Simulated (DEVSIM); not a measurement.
Device: illuminated Si n-on-p cell, one wavelength, at 350 K.

```csv
layer (left to right),material,thickness (μm),Nd (cm⁻³),Na (cm⁻³),τn (s),τp (s),absorption coefficient (cm⁻¹)
1,Si,0.290,9e17,-,2e-7,9.5e-8,260
2,Si,54.0,-,6.8e16,1.2e-6,1.2e-6,260
```

Left contact: ohmic, minority hole recombination velocity 200 cm/s. Right contact: ohmic, minority electron recombination velocity 10 cm/s. Voltage is applied to the left contact. Recombination: SRH at mid-gap, radiative, Auger. Gap narrowing is on: ΔEg = 6.92 meV × (l + √(l² + 0.5)), l = ln(N/1.3e17 cm⁻³), shared equally by both band edges. Light enters at the left, 1e18 photons cm⁻² s⁻¹, one pass, no reflection. Mobility is constant in doping.

This is a model device: material constants are rounded textbook-type values typed into the input, and sizes, dopings and lifetimes were drawn at random. Values at 300 K; Nc and Nv go as T^1.5, mobilities as T to minus their exponent, the gap by Varshni's rule with the affinity fixed.

```csv
parameter,Si
gap (eV),1.124
affinity (eV),4.05
permittivity,11.7
Nc (cm⁻³),2.86e19
Nv (cm⁻³),3.1e19
μn (cm²/Vs),1417
μp (cm²/Vs),470
T exponent of μn,2.3
T exponent of μp,2.2
B (cm³/s),4.7e-15
Cn (cm⁶/s),2.8e-31
Cp (cm⁶/s),9.9e-32
Varshni α (eV/K),0.000473
Varshni β (K),636
```

Model (solved in DEVSIM): 1D drift-diffusion, Boltzmann statistics, complete ionisation; no tunnelling, impact ionisation, image-force lowering or self-heating.

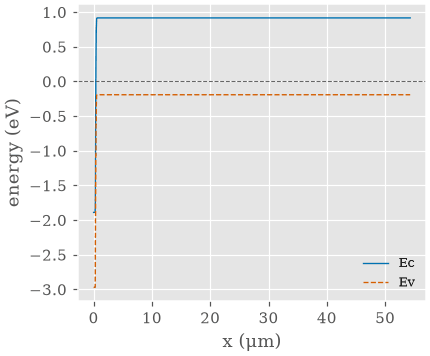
*Band edges at 2.0 V on the left contact, in the dark*

Energies count from the Fermi level of the right contact; mesh points crowd at the junctions.

```json
[
 {"x (μm)": "0.000", "Ec (eV)": "-1.889", "Ev (eV)": "-2.972", "n (cm⁻³)": "9.0e17", "p (cm⁻³)": "370", "field (V/cm)": "≈ 0"},
 {"x (μm)": "0.02813", "Ec (eV)": "-1.889", "Ev (eV)": "-2.972", "n (cm⁻³)": "9.0e17", "p (cm⁻³)": "350", "field (V/cm)": "≈ 0"},
 {"x (μm)": "0.07979", "Ec (eV)": "-1.889", "Ev (eV)": "-2.972", "n (cm⁻³)": "9.0e17", "p (cm⁻³)": "300", "field (V/cm)": "≈ 0"},
 {"x (μm)": "0.1770", "Ec (eV)": "-1.889", "Ev (eV)": "-2.972", "n (cm⁻³)": "9.0e17", "p (cm⁻³)": "170", "field (V/cm)": "≈ 0"},
 {"x (μm)": "0.2602", "Ec (eV)": "-1.887", "Ev (eV)": "-2.970", "n (cm⁻³)": "8.6e17", "p (cm⁻³)": "< 1e2", "field (V/cm)": "2800"},
 {"x (μm)": "0.2892", "Ec (eV)": "-1.676", "Ev (eV)": "-2.760", "n (cm⁻³)": "7.9e14", "p (cm⁻³)": "< 1e2", "field (V/cm)": "230000"},
 {"x (μm)": "0.3160", "Ec (eV)": "-1.079", "Ev (eV)": "-2.188", "n (cm⁻³)": "2000000", "p (cm⁻³)": "4900", "field (V/cm)": "200000"},
 {"x (μm)": "0.4165", "Ec (eV)": "0.434", "Ev (eV)": "-0.675", "n (cm⁻³)": "3300", "p (cm⁻³)": "7.5e9", "field (V/cm)": "98000"},
 {"x (μm)": "0.5927", "Ec (eV)": "0.917", "Ev (eV)": "-0.192", "n (cm⁻³)": "2200", "p (cm⁻³)": "6.8e16", "field (V/cm)": "98"},
 {"x (μm)": "1.005", "Ec (eV)": "0.917", "Ev (eV)": "-0.192", "n (cm⁻³)": "13000", "p (cm⁻³)": "6.8e16", "field (V/cm)": "≈ 0"},
 {"x (μm)": "1.936", "Ec (eV)": "0.917", "Ev (eV)": "-0.192", "n (cm⁻³)": "38000", "p (cm⁻³)": "6.8e16", "field (V/cm)": "≈ 0"},
 {"x (μm)": "5.088", "Ec (eV)": "0.917", "Ev (eV)": "-0.192", "n (cm⁻³)": "120000", "p (cm⁻³)": "6.8e16", "field (V/cm)": "≈ 0"},
 {"x (μm)": "10.73", "Ec (eV)": "0.917", "Ev (eV)": "-0.192", "n (cm⁻³)": "240000", "p (cm⁻³)": "6.8e16", "field (V/cm)": "≈ 0"},
 {"x (μm)": "23.93", "Ec (eV)": "0.917", "Ev (eV)": "-0.192", "n (cm⁻³)": "470000", "p (cm⁻³)": "6.8e16", "field (V/cm)": "≈ 0"},
 {"x (μm)": "43.30", "Ec (eV)": "0.917", "Ev (eV)": "-0.192", "n (cm⁻³)": "650000", "p (cm⁻³)": "6.8e16", "field (V/cm)": "≈ 0"},
 {"x (μm)": "49.44", "Ec (eV)": "0.917", "Ev (eV)": "-0.192", "n (cm⁻³)": "680000", "p (cm⁻³)": "6.8e16", "field (V/cm)": "≈ 0"},
 {"x (μm)": "52.16", "Ec (eV)": "0.917", "Ev (eV)": "-0.192", "n (cm⁻³)": "680000", "p (cm⁻³)": "6.8e16", "field (V/cm)": "≈ 0"},
 {"x (μm)": "53.32", "Ec (eV)": "0.917", "Ev (eV)": "-0.192", "n (cm⁻³)": "680000", "p (cm⁻³)": "6.8e16", "field (V/cm)": "≈ 0"},
 {"x (μm)": "53.97", "Ec (eV)": "0.917", "Ev (eV)": "-0.192", "n (cm⁻³)": "680000", "p (cm⁻³)": "6.8e16", "field (V/cm)": "≈ 0"},
 {"x (μm)": "54.16", "Ec (eV)": "0.917", "Ev (eV)": "-0.192", "n (cm⁻³)": "680000", "p (cm⁻³)": "6.8e16", "field (V/cm)": "≈ 0"},
 {"x (μm)": "54.25", "Ec (eV)": "0.917", "Ev (eV)": "-0.192", "n (cm⁻³)": "680000", "p (cm⁻³)": "6.8e16", "field (V/cm)": "≈ 0"},
 {"x (μm)": "54.29", "Ec (eV)": "0.917", "Ev (eV)": "-0.192", "n (cm⁻³)": "680000", "p (cm⁻³)": "6.8e16", "field (V/cm)": "≈ 0"}
]
```
